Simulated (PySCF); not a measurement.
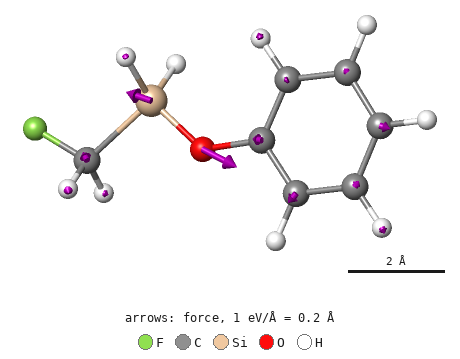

Starting geometry of C7H9FOSi with the computed forces as purple arrows. The picture is a ball-and-stick view, seen at a tilt.

The start comes from GFN2-xTB. Its atoms were then displaced at random by about 0.01 Å.

Computed with PySCF, PBE0-D3(BJ)/def2-SVP geometry optimisation, gas phase. 

### Is this structure relaxed? If not, where do the atoms go?

It isn't relaxed: the largest force vector, on the O atom, is 4.53 eV/Å. The final displacements have little in common with the starting forces (cosine between the two patterns 0.24). The F atom moves most after the best rigid fit: 0.21 Å. Largest moves by element: F 0.21 Å, O 0.15 Å, C 0.11 Å, H 0.11 Å, Si 0.07 Å. Some distances before and after: O–Si 1.582 → 1.680 Å, C–O 1.388 → 1.354 Å, C–Si 1.920 → 1.889 Å, C–C 1.369 → 1.391 Å. Bond angles that change, for instance: F–C–H 104.5° → 109.5°, C–Si–O 99.6° → 103.9°, F–C–H 106.1° → 109.5°. Over 6 geometry steps the energy falls by 0.313 eV. The run took 2.5 min on 1 thread of Arm Neoverse V1, on a shared host.
